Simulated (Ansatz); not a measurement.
A series of calculations on CH₅ClSn

**1. Relaxation**

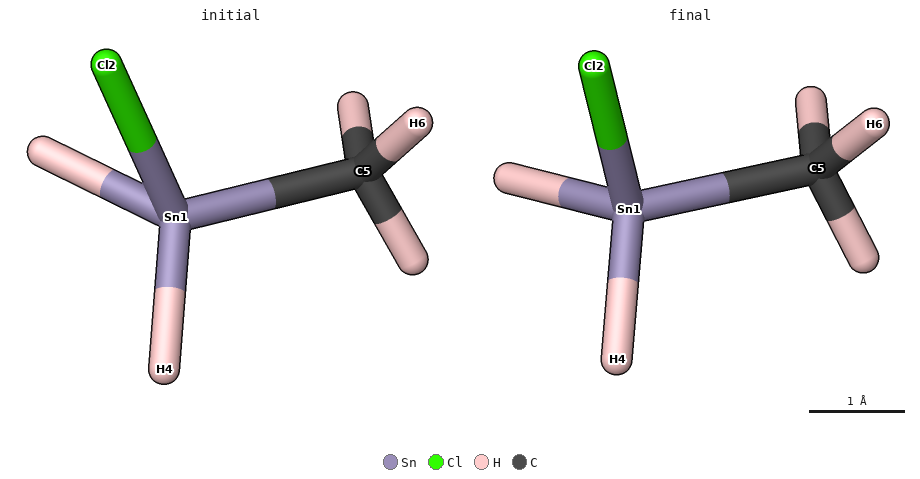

The structure of CH5ClSn before (left) and after (right) a relaxation, at one scale.

The picture is a stick view, seen at a tilt.

The run prepares an end point of a later path (reaction) calculation, from a guessed geometry.

Theory: RKS PBE/def2-SVP in Ansatz. Settings: no spin polarisation; force threshold 0.03 eV/Å; at most 50 steps.

Q: Describe what moved and what it gained.

A: The largest move after the best rigid fit is that of an H atom, 0.48 Å. Largest moves by element: H 0.48 Å, Cl 0.37 Å, Sn 0.12 Å, C 0.07 Å. Near-neighbour distances that change, for instance: Cl–Sn 2.394 → 2.387 Å, H–Sn 1.722 → 1.729 Å. Among the angles between lasting bonds that change: Cl–Sn–H 76.8° → 105.9°, H–Sn–C 120.1° → 113.5°, H–Sn–H 118.1° → 111.7°. The energy falls by 42.9 kJ/mol in 5 geometry steps. Largest force component: 1.1 eV/Å at the start, 0.017 eV/Å at the end. The run took 30 s on 1 thread of Intel(R) Xeon(R) Processor @ 2.50GHz (Skylake/Cascade Lake) (shared host), peak memory 0.14 GiB.

**2. Relaxation**

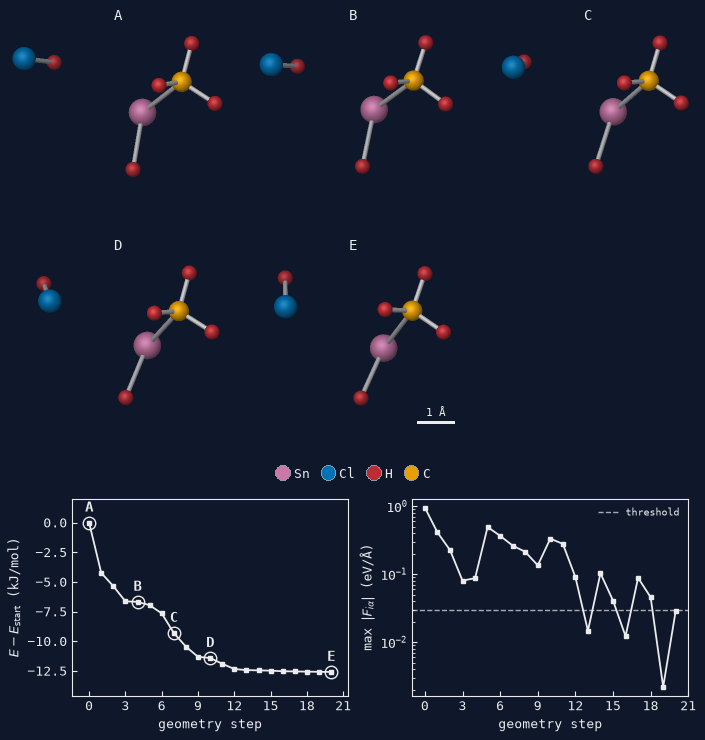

Frames of a relaxation of CH5ClSn, marked on the history of the run. Style: ball-and-stick. Shown at a tilt.

The run prepares an end point of a later path (reaction) calculation, from a guessed geometry.

Level of theory: RKS PBE/def2-SVP (Ansatz 0.2.0). (no spin polarisation; force threshold 0.03 eV/Å; at most 50 steps)

Describe the path.

Answer. The Cl atom moves most after the best rigid fit: 0.91 Å. By element the largest moves are Cl 0.91 Å, H 0.47 Å, Sn 0.27 Å, C 0.14 Å. Near-neighbour distances that change, for instance: Cl–Sn 3.606 → 2.990 Å, Cl–H 1.342 → 1.301 Å, C–Sn 2.223 → 2.236 Å. Among the angles between lasting bonds that change: Sn–C–H 109.7° → 111.8°. The energy falls by 12.6 kJ/mol in 20 geometry steps. The largest force component goes from 0.95 to 0.029 eV/Å. The forces were under the threshold at step 13, but the run went on from there. Cost: 87 s on 1 thread of Intel(R) Xeon(R) Processor @ 2.50GHz (Skylake/Cascade Lake), with other jobs on the host, peak memory 0.13 GiB. From step 0 to 4: the Cl atom moves most (0.41 Å), energy −6.68 kJ/mol. From step 4 to 7: an H atom moves most (0.28 Å), energy −2.63 kJ/mol. From step 7 to 10: an H atom moves most (0.36 Å), energy −2.11 kJ/mol. From step 10 to 20: an H atom moves most (0.30 Å), energy −1.17 kJ/mol.

```csv
step,"E − E(0), kJ/mol","largest force component, eV/Å"
0,0.00,0.9544
1,-4.23,0.4134
2,-5.35,0.2273
3,-6.64,0.0806
4,-6.68,0.0876
5,-6.96,0.4960
6,-7.65,0.3679
7,-9.30,0.2641
8,-10.46,0.2140
9,-11.31,0.1354
10,-11.42,0.3346
11,-11.90,0.2802
12,-12.34,0.0911
13,-12.43,0.0147
14,-12.46,0.1033
15,-12.48,0.0411
16,-12.53,0.0123
17,-12.55,0.0885
18,-12.57,0.0460
19,-12.58,0.0022
20,-12.59,0.0290
```

Limits of the set-up: the start holds two separate molecules, 2.9 Å apart at their closest, whose relative position is a soft coordinate and is computed without a dispersion correction.

**3. Path**

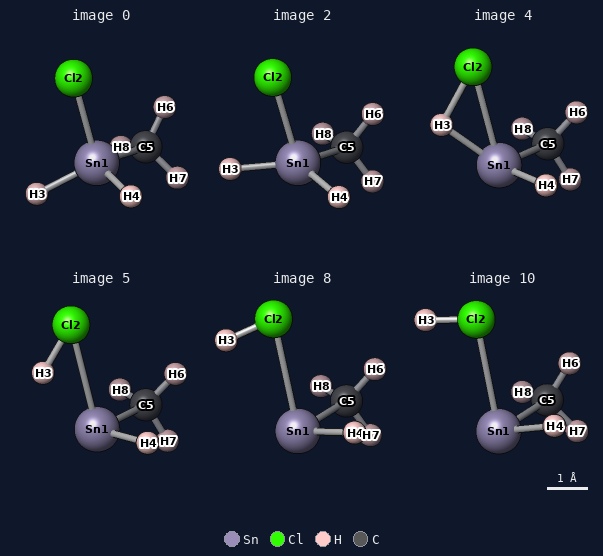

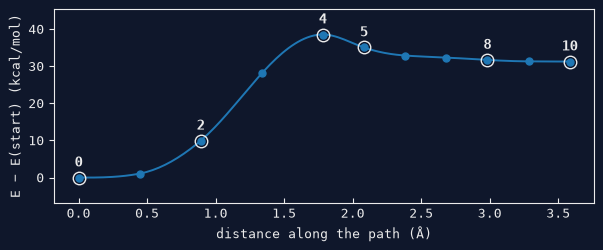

A search for the minimum-energy path of CH5ClSn by the nudged elastic band. Images are numbered from 0 (start) to 10 (end). Style: ball-and-stick. Shown from a free direction.

Level of theory: RKS PBE/def2-SVP in Ansatz. Set-up: 9 movable images; climbing image; force threshold 0.03 eV/Å; iteration limit 60; starting path through a guess of the saddle point.

> Describe the mechanism and the energy profile.

A hydrogen atom shifts from one atom to another. Breaking: Sn1–H3 (1.73 → 1.83 at the top → 3.38 Å). Forming: Cl2–H3 (3.31 → 1.71 at the top → 1.30 Å). The highest point, image 4, lies 38.5 kcal/mol above the start and 7.3 kcal/mol above the end; the end is at +31.3 kcal/mol relative to the start. The band converged in 16 iterations. The largest component of the band force went from 4.6 to 0.024 eV/Å. The climbing image converged on the top of the path. Its vibrational analysis gives one imaginary mode (754i cm⁻¹), as a transition state must have.
